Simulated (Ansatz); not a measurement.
Pressure series in As

Take As in the A7 type structure (space group R-3m, No. 166; layered) as the base.

```
CELL_PARAMETERS angstrom
      1.89173     1.09219     3.36977
     -1.89173     1.09219     3.36977
      0.00000    -2.18438     3.36977
ATOMIC_POSITIONS crystal
  As 0.23028 0.23028 0.23028
  As 0.76972 0.76972 0.76972
```

Cell and atoms are relaxed at each pressure.

Method: PBE-D3(BJ) in Ansatz (plane waves to 420 eV, PAW, without spin-orbit coupling).

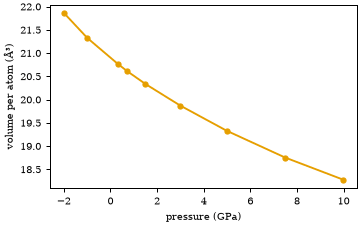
Figure. Volume against pressure

**Question.** Estimate the zero-pressure bulk modulus from the plot.

**Answer.** About 51 GPa; a third-order Birch–Murnaghan fit to the points gives V₀ = 20.90 Å³/atom, B₀ = 51 GPa and B₀′ = 5.7.

The mesh was chosen for an insulator and is coarse for the gapless case. Load acts through the strain it causes; cell and atoms are relaxed under it. Stability against distortions was not tested. No other phases were tried under pressure.

Ansatz is a first-principles code.
